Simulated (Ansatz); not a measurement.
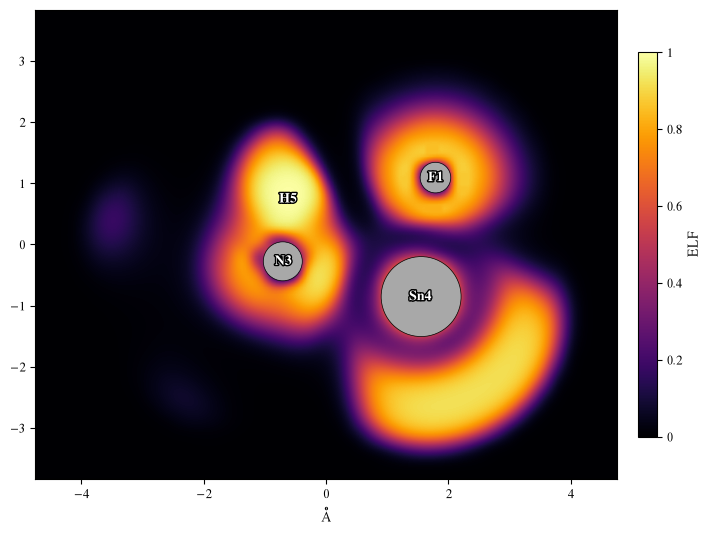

FGeH5NSn (SMILES [F][Sn][NH2+][GeH3]) (charge +1). Electron localisation function on the plane of atoms F1, Sn4 and N3. Grey discs cover the atomic cores.

Geometry: PBE-D3(BJ)/def2-SVP; core potentials replace the inner electrons of Sn.

The calculation used Ansatz 0.2.0, isolated molecule in a Gaussian basis; Kohn-Sham density functional theory, functional PBE0.

Input

```
crystal:
  periodic: [false, false, false]
  atoms:
    - symbol: F
      position_ang: [-1.659570, -1.740942, -0.111242]
    - symbol: Ge
      position_ang: [1.810773, -0.413781, -2.167316]
    - symbol: "N"
      position_ang: [0.882977, -0.501007, -0.426654]
    - symbol: Sn
      position_ang: [-1.345213, 0.182694, -0.309450]
    - symbol: H
      position_ang: [0.775678, -1.494323, -0.148243]
    - symbol: H
      position_ang: [1.478711, -0.062096, 0.296472]
    - symbol: H
      position_ang: [0.729345, -0.910517, -3.147054]
    - symbol: H
      position_ang: [2.136666, 1.083498, -2.308461]
    - symbol: H
      position_ang: [3.028871, -1.343382, -2.037317]
basis:
  gaussian:
    orbitals: def2-TZVPD
output: {forces: true, orbitals: {seedname: orbitals}}
hamiltonian:
  xc: {name: PBE0}
total_charge: 1
```

Command:

```sh
ansatz run input.yaml --threads 2 --pin off --max-ram 4350MiB --events-out events.jsonl --progress --plain --runs-dir runs
```

What do the fields say about this system?

The section cuts through F, N, Sn and H sites. Sn–F (1.96 Å): the ELF peaks at about 0.85 in the valence shell of F, 0.6 Å from its nucleus, and drops to about 0.15 between the two atoms. Sn–N (2.33 Å): the ELF peaks at about 0.90 in the valence shell of N, 0.6 Å from its nucleus, and drops to about 0.15 between the two atoms. N–H (1.04 Å): the ELF climbs to about 1 towards the hydrogen, as it does in any bond to H: a covalent bond by its length. The ELF also peaks beside F1, away from the bonds: lone-pair regions.
